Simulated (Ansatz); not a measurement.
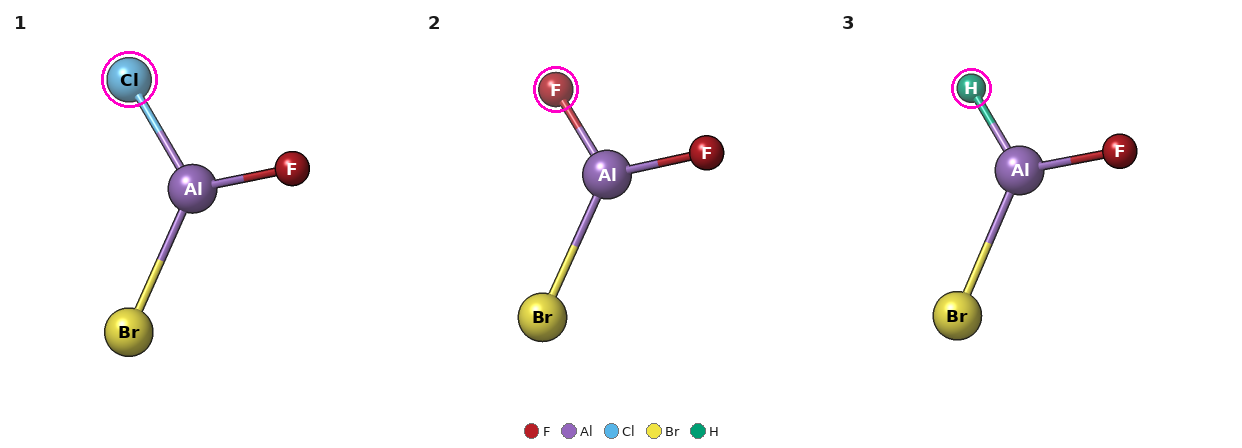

3 molecules with one skeleton, seen from the same side and at one scale; the atom that differs is circled. Charge 0, singlet. Computed geometries: PBE0-D4/def2-TZVP optimisations, one conformation each. Properties computed with Ansatz 0.2.0.

One atom differs, called X below: Cl in panel 1, F in panel 2, H in panel 3. Their formulas are AlBrClF (`[F][Al]([Cl])[Br]`), AlBrF2 (`[F][Al]([F])[Br]`), AlBrFH (`[F][AlH][Br]`).

Question: Rank them by the length of X–Al, lowest first (PBE0-D4/def2-TZVP).

Answer: 3 (H), 2 (F), 1 (Cl).

Question: Rank them by the HOMO energy (Kohn–Sham orbital), lowest first (r2SCAN-D4/def2-TZVPP).

Answer: 2 (F), 1 (Cl), 3 (H).

Give the values. With PBE0-D4/def2-TZVP: length of X–Al (Å), angle X–Al–Br (°). With r2SCAN-D4/def2-TZVPP: dipole moment (D), HOMO energy (Kohn–Sham orbital) (eV), HOMO–LUMO gap (eV).

```
                            quantity  1 (Cl)  2 (F)  3 (H)
                  length of X–Al (Å)   2.066  1.631  1.563
                   angle X–Al–Br (°)   121.8  120.6  122.6
                   dipole moment (D)    0.52   0.60   1.11
HOMO energy (Kohn–Sham orbital) (eV)   −8.13  −8.25  −7.93
                  HOMO–LUMO gap (eV)    6.32   6.39   6.23
```
